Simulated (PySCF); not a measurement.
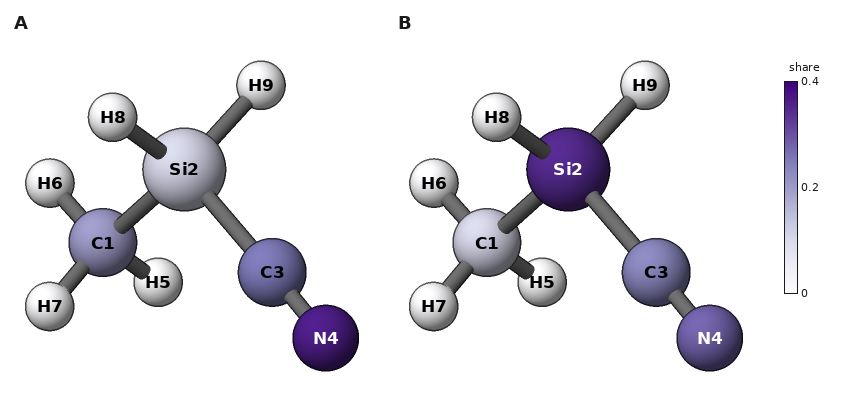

Each panel colours the atoms by their Löwdin share in one orbital (up to four of the largest shares; other atoms are shown as zero). The computed structure is the end point of a PBE0-D3(BJ)/def2-SVP optimisation. No frequency run is at hand to confirm it as a minimum. Method: PBE0/6-31G* (PySCF 2.14.0).

The panels show the HOMO, LUMO, in some order. Which is which?

Answer. A: HOMO, −9.30 eV; N4 0.36, C3 0.25, C1 0.20, Si2 0.10
B: LUMO, −0.16 eV; Si2 0.34, N4 0.28, C3 0.23, C1 0.11
